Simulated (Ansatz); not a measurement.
**Al (Aluminum) (111): surface energy and levels**

The task, for Al (Aluminum): compute energy, relaxation and work function or band edges of the (111) face.

Method: DFT r2SCAN, scalar-relativistic, plane waves, PAW, in Ansatz 0.2.0.

1 further run of the same task is left out (set aside as unsound or not needed).

**1. The starting structure**

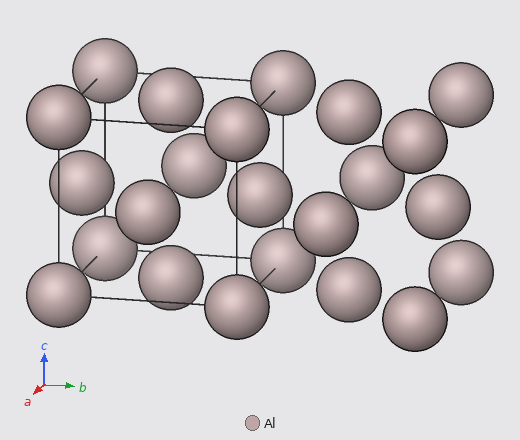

The starting structure, seen slightly off an axis (aluminium light grey). 1×2×1 cells are drawn. Atoms on the faces are drawn again on the opposite ones. The cell drawn here is the conventional one.

Structure file:

```cif
data_structure
_symmetry_space_group_name_H-M 'Fm-3m'
_symmetry_Int_Tables_number 225
_cell_length_a 3.9920
_cell_length_b 3.9920
_cell_length_c 3.9920
_cell_angle_alpha 90.000
_cell_angle_beta 90.000
_cell_angle_gamma 90.000
_cell_volume 63.62
loop_
_atom_site_label
_atom_site_type_symbol
_atom_site_symmetry_multiplicity
_atom_site_Wyckoff_symbol
_atom_site_fract_x
_atom_site_fract_y
_atom_site_fract_z
_atom_site_occupancy
Al1 Al 4 a 0.00000 0.00000 0.00000 1
```

This cell was relaxed beforehand with the same method: volume 15.90 Å³/atom, gap on the mesh none (metal).

**2. The bulk in the cell of the plane**

input.yaml

```yaml
crystal:
  lattice:
    - [2.8227746037, 0.0, 0.0]
    - [-1.4113873019, 2.444594516, 0.0]
    - [1.4113873019, 0.8148648387, 2.3047858127]
  atoms:
    - { symbol: Al, position: [0.0, 0.0, 0.0] }
basis:
  ecutwfc: 500
kpoints:
  mp_grid: { grid: [12, 12, 15] }
hamiltonian:
  xc: r2scan
scf:
  occupations: { method: gaussian, width: 0.1 }
output:
  forces: true
  stress: true
  eigenvalues: true
```

Started as:

```console
ansatz run input.yaml --threads 1 --pin off --max-ram 2560MiB --backend cpu --events-out ev --progress --plain --runs-dir out
```

What it wrote, cut to the lines that bear on the results:

```text
Warning: crystal.symmetry: narrowed to the stabiliser of the k-point mesh — unitary ops 48 → 4; excluded 44 operations that carry a point of the 12×12×15 mesh (shift [0, 0, 0]) off the mesh (the run samples exactly the mesh kpoints.mp_grid names, as under crystal.symmetry.detect: false, [...]
Warning: RAYON_NUM_THREADS=1 ignored (pool sized by the plan → 1); use --threads N
[...]
Pseudopotentials: kind: paw
Pseudopotential: Al, paw, valence charge 3, recommended cutoff 500 eV (meta_gga), Al.paw.azcp
Functional definition: r2SCAN
[...]
Crystal: 1 atoms, lattice volume = 15.904 Å³
Basis set: ecut = 500 eV, 411 PW (Γ), exchange–correlation on 96×96×96 points (64 copies of the dense FFT grid, shifted against one another)
Bands: 6, of which v1, the nominal top of the filled ones, is band 2 counted from 1 (1 counted from 0)
Symmetry: 4 space group operations
k-points: 589 of 2160
[...]
SCF iter   1: F=—  HF=-540.408898 eV  |F-HF|=—  |Δ(HF+E_count)|=         —  Δρ=3.20e-3  dr2=1.80e-3  dr2_τ=4.93e-3  ethr=1.77e-3  ⟨swp⟩=4.8  Hψ=30659  notcnv=0
[...]
SCF iter   6: F=-540.416172 eV  HF=-540.416172 eV  |F-HF|=1.33e-9  |Δ(HF+E_count)|=   4.12e-8  Δρ=1.12e-5  dr2=2.00e-8  dr2_τ=2.75e-11  ethr=3.33e-9  ⟨swp⟩=4.5  Hψ=14665  notcnv=0
[...]
SCF converged after 6 iterations
Free energy (F): -540.416172 eV
[...]
E sigma→0 (E₀):  -540.415252 eV
Entropy (-TS):   -0.001840 eV (-1.840 meV/atom)
Fermi energy:    8.341966 eV
[...]
--- Forces (eV/Å), atoms counted from 1 ---
  atom   1  Al     0.00000000     0.00000000     0.00000000
[...]
--- Stress (GPa, compression-positive) ---
        1.365444       0.079227      -0.012684
        0.079227       1.273960      -0.007323
       -0.012684      -0.007323      -2.005597
  P = ⅓ Tr σ = 0.2113 GPa (2.113 kbar)
--- Band table (eV; the first three rows and the last of 589) ---
  k-point 0: bands = ["-3.7399", "21.8513", "21.8518", "21.8519", "24.1135", "24.1140"]
[...]
```

Wall time 2.9 s (1 thread of AMD EPYC 9R45 (Zen 5), shared host); peak memory 0.56 GiB.

The bulk reference has the slab's in-plane cell, mesh and smearing. Its energy with the smearing taken to zero: -540.4153 eV/atom.

**3. The (111) slab**

Miller indices refer to the conventional cell of the relaxed bulk, Fm-3m (No. 225): a = 3.992 Å, b = 3.992 Å, c = 3.992 Å, α = 90.00°, β = 90.00°, γ = 90.00°.

Cut from the relaxed bulk: a (111) slab, 11.5 Å thick as cut, with 15 Å of vacuum; its outer planes are Al (top) and Al (bottom).

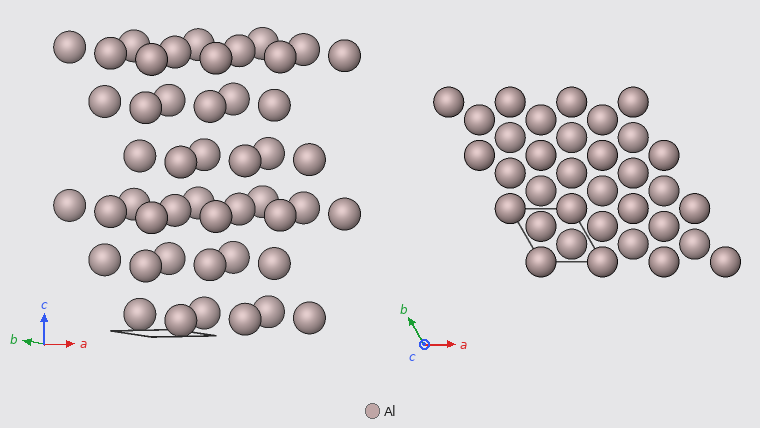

The slab as cut, seen from the side (left, normal up) and from above (right); aluminium light grey. 3×3 surface cells are drawn (two deep in side views), with atoms on the cell's edges repeated; the outline under the slab is one cell, and the vacuum is left out.

**4. Single point on the unrelaxed (111) slab**

The cell repeats along c, and a dipole correction in the vacuum removes the field between the copies.

input.yaml

```yaml
crystal:
  lattice:
    - [2.8227746037, 0.0, 0.0]
    - [-1.4113873019, 2.444594516, 0.0]
    - [0.0, 0.0, 26.5239290634]
  atoms:
    - { symbol: Al, position: [0.6666666667, 0.3333333333, 0.2827635371] }
    - { symbol: Al, position: [0.3333333333, 0.6666666667, 0.3696581223] }
    - { symbol: Al, position: [0.0, 0.0, 0.4565527074] }
    - { symbol: Al, position: [0.6666666667, 0.3333333333, 0.5434472926] }
    - { symbol: Al, position: [0.3333333333, 0.6666666667, 0.6303418777] }
    - { symbol: Al, position: [0.0, 0.0, 0.7172364629] }
basis:
  ecutwfc: 500
kpoints:
  mp_grid: { grid: [12, 12, 1] }
hamiltonian:
  xc: r2scan
scf:
  occupations: { method: gaussian, width: 0.1 }
output:
  forces: true
  stress: true
  eigenvalues: true
  write_density: true
  write_potential: true
  elf: true
  volumetric_format: npy
efield:
  axis: 3
  dipole_correction: true
```

Started as:

```console
ansatz run input.yaml --threads 1 --pin off --max-ram 2560MiB --backend cpu --events-out ev --progress --plain --runs-dir out
```

What it wrote, cut to the lines that bear on the results:

```text
Warning: RAYON_NUM_THREADS=1 ignored (pool sized by the plan → 1); use --threads N
[...]
Pseudopotentials: kind: paw
Pseudopotential: Al, paw, valence charge 3, recommended cutoff 500 eV (meta_gga), Al.paw.azcp
Functional definition: r2SCAN
[...]
Crystal: 6 atoms, lattice volume = 183.029 Å³
Basis set: ecut = 500 eV, 4633 PW (Γ), exchange–correlation on 96×96×800 points (64 copies of the dense FFT grid, shifted against one another)
Bands: 15, of which v1, the nominal top of the filled ones, is band 9 counted from 1 (8 counted from 0)
Symmetry: 6 space group operations
k-points: 19 of 144 (time reversal used)
[...]
SCF iter   1: F=—  HF=-3241.640611 eV  |F-HF|=—  |Δ(HF+E_count)|=         —  Δρ=2.73e-3  dr2=1.57e-1  dr2_τ=2.67e-2  ethr=1.77e-3  p=0.000 e·Å  D=2.15e-14 V/Å  ΔV_dip=-0.00 eV  dr2_dipole=4.01e-7  V_vac-E_F(+/−)=4.10/4.10 eV  ⟨swp⟩=9.6  Hψ=2297  notcnv=0
[...]
WARN: The output density's exchange-correlation potential varies sharply where the density is thin. Do not read a vacuum level from v_tot or v_xc, or from such a field of the output density. On a cell that repeats whose density bears no net charge and no dipole along the vacuum's axis use [...]
Free energy (F): -3241.673875 eV
[...]
E sigma→0 (E₀):  -3241.663417 eV
Entropy (-TS):   -0.020916 eV (-3.486 meV/atom)
Fermi energy:    2.386893 eV
Dipole field:    D = -0.000001 V/Å  (p = -0.000001 e·Å, saw-weighted, corrected)
Work function:   Φ+ = 4.1079 eV   Φ− = 4.1079 eV
Levels:          The Fermi level and band energies are counted from a zero that moves with the ramp; work functions are not
[...]
--- Forces (eV/Å), atoms counted from 1 ---
  atom   1  Al    -0.00000000    -0.00000000    -0.06335395
  atom   2  Al    -0.00000000    -0.00000000     0.11533021
  atom   3  Al     0.00000000     0.00000000    -0.02011326
  atom   4  Al    -0.00000000    -0.00000000     0.02011377
  atom   5  Al     0.00000000     0.00000000    -0.11533074
  atom   6  Al     0.00000000     0.00000000     0.06335429
[...]
--- Stress (GPa, compression-positive) ---
       -0.677849      -0.000000       0.000000
       -0.000000      -0.677849       0.000000
        0.000000       0.000000      -0.018367
  P = ⅓ Tr σ = -0.4580 GPa (-4.580 kbar)
--- Band table (eV; the first three rows and the last of 19) ---
  k-point 0: bands = ["-9.4149", "-8.8929", "-8.0101", "-6.7956", "-5.2654", "-3.3839", "-1.7064", "0.6554", "2.9431", "5.0166", "6.1817", "7.1241", "7.2429", "9.2073", "9.3215"]
[...]
```

It took 5.9 s on 1 thread of AMD EPYC 9R45 (Zen 5), shared host; peak memory 0.93 GiB.

From the log: work function 4.11 eV.

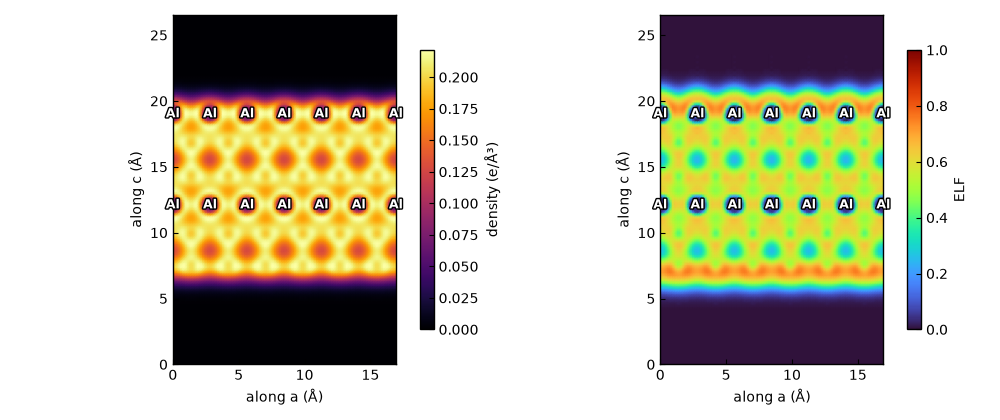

Density (left) and ELF (right) in a lattice plane of the grid's cell (edges 2.82 and 26.52 Å, at 0.000 of the third edge), which holds Al. Only atoms in the plane are labelled. Both are smooth fields of the valence electrons: close to the nuclei they are not physical.

Maxima of ELF outside the ion cores: 0.76 beside Al, off the lines to its neighbours, 1.1 Å from Al; 0.66 on the Al–Al line, 1.2 Å from Al.

**5. Relaxing the (111) slab**

Changes to input.yaml since step 4:

```diff
@@ -22,3 +22,2 @@
   forces: true
-  stress: true
   eigenvalues: true
@@ -28,2 +27,6 @@
   volumetric_format: npy
+relax:
+  adjacent_minimum: "off"
+  f_tol: 0.02
+  max_steps: 60
 efield:
```

Started as:

```console
ansatz run input.yaml --threads 1 --pin off --max-ram 2560MiB --backend cpu --events-out ev --progress --plain --runs-dir out
```

What it wrote, cut to the lines that bear on the results:

```text
Warning: RAYON_NUM_THREADS=1 ignored (pool sized by the plan → 1); use --threads N
[...]
Pseudopotentials: kind: paw
Pseudopotential: Al, paw, valence charge 3, recommended cutoff 500 eV (meta_gga), Al.paw.azcp
Functional definition: r2SCAN
[...]
Crystal: 6 atoms, lattice volume = 183.029 Å³
Basis set: ecut = 500 eV, 4633 PW (Γ), exchange–correlation on 96×96×800 points (64 copies of the dense FFT grid, shifted against one another)
Bands: 15, of which v1, the nominal top of the filled ones, is band 9 counted from 1 (8 counted from 0)
Symmetry: 6 space group operations
k-points: 19 of 144 (time reversal used)
[...]
SCF iter   1: F=—  HF=-3241.640611 eV  |F-HF|=—  |Δ(HF+E_count)|=         —  Δρ=2.73e-3  dr2=1.57e-1  dr2_τ=2.67e-2  ethr=1.77e-3  p=0.000 e·Å  D=1.15e-14 V/Å  ΔV_dip=-0.00 eV  dr2_dipole=4.00e-7  V_vac-E_F(+/−)=4.10/4.10 eV  ⟨swp⟩=9.6  Hψ=2297  notcnv=0
[...]
WARN: The output density's exchange-correlation potential varies sharply where the density is thin. Do not read a vacuum level from v_tot or v_xc, or from such a field of the output density. On a cell that repeats whose density bears no net charge and no dipole along the vacuum's axis use [...]
  atom   3  Al     0.00000000     0.00000000     0.00202430
  atom   4  Al    -0.00000000    -0.00000000    -0.00202425
  atom   5  Al     0.00000000     0.00000000     0.00022819
  atom   6  Al     0.00000000     0.00000000    -0.00082233
[...]
--- Band table (eV; the first three rows and the last of 19) ---
  k-point 0: bands = ["-9.4301", "-8.8741", "-7.9785", "-6.7987", "-5.2830", "-3.3809", "-1.7091", "0.6701", "2.9349", "5.0063", "6.1801", "7.1178", "7.2417", "9.2038", "9.3186"]
[...]
--- Relaxed structure (3 steps of the walk, 3 accepted, 0 SCFs on fresh bases) ---
  F+E_penalty+E_count = -3241.67635363 eV   max|allowed force component| = 1.964e-3 eV/Å
  atoms:
    - { symbol: Al, position: [0.6666666666666667, 0.33333333333333337, 0.28264886194557337] }
    - { symbol: Al, position: [0.33333333333333337, 0.6666666666666666, 0.37043747533910515] }
    - { symbol: Al, position: [-1.9920211367070886e-19, 2.3532821352357883e-30, 0.4567436584523636] }
    - { symbol: Al, position: [0.6666666666666667, 0.33333333333333337, 0.5432563414128422] }
    - { symbol: Al, position: [0.33333333333333337, 0.6666666666666666, 0.6295625252404586] }
    - { symbol: Al, position: [-1.1962984369871306e-19, 1.4090146315056167e-30, 0.7173511376096576] }
```

It took 18 s on 1 thread of AMD EPYC 9R45 (Zen 5), shared host; peak memory 0.98 GiB.

Step by step:

| step | energy from step 1 (eV/cell) | largest force component (eV/Å) |
| --- | --- | --- |
| 1 | 0.0000 | 0.1155 |
| 2 | -0.0023 | 0.0277 |
| 3 | -0.0025 | 0.0020 |

Step 1 is the start.

From the log: work function 4.10 eV.

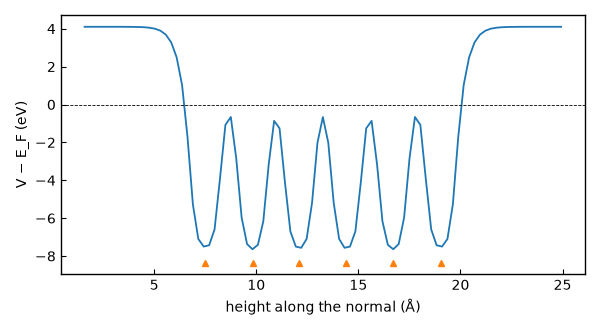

Plane-averaged electrostatic potential energy of an electron across the slab, counted from the Fermi level; triangles mark the atomic planes. The flat parts are the vacuum levels.

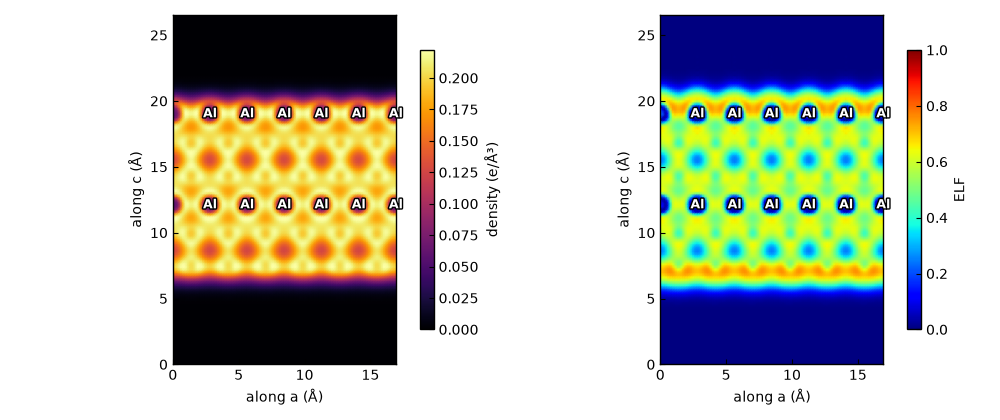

Density (left) and ELF (right) in a lattice plane of the grid's cell (edges 2.82 and 26.52 Å, at 0.000 of the third edge), which holds Al. Only atoms in the plane are labelled. Both are smooth fields of the valence electrons: close to the nuclei they are not physical.

Outside the cores ELF peaks at 0.76 beside Al, off the lines to its neighbours, 1.1 Å from Al; 0.65 on the Al–Al line, 1.2 Å from Al.

**6. What the (111) slab gives**

The surface energy is (E_slab − N·E_bulk) / 2A, with N = 6 atoms and A = 6.90 Å².

|  | as cut | relaxed |
| --- | --- | --- |
| surface energy, mean of both faces | 0.96 J/m² | 0.96 J/m² |
| work function | 4.11 eV | 4.10 eV |
| dipole along +c (e·Å/cell) | 0.000 | 0.000 |

How the layers moved (bottom to top):

```tsv
plane	atoms	spacing to the next, as cut (Å)	relaxed (Å)	change (%)	rumpling (Å)
1	Al	2.305	2.328	+1.0	0.000
2	Al	2.305	2.289	-0.7	0.000
3	Al	2.305	2.295	-0.4	0.000
4	Al	2.305	2.289	-0.7	0.000
5	Al	2.305	2.328	+1.0	0.000
6	Al				0.000
```

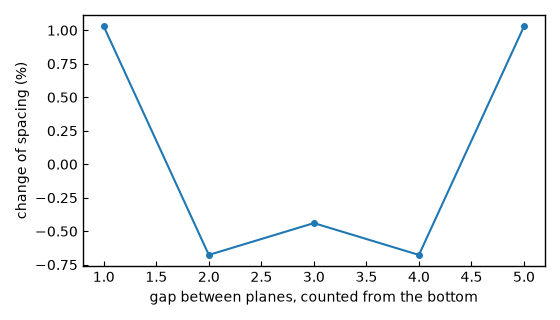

Change of each interlayer spacing on relaxation.

**7. Results**

| quantity | value |
| --- | --- |
| surface energy, (111), cut with Al on top | 0.96 J/m² |
| work function, (111), cut with Al on top | 4.10 eV |

In words: The outermost spacing of (111) expands by 1.0 %, and relaxation gains 0.004 J/m² a face.
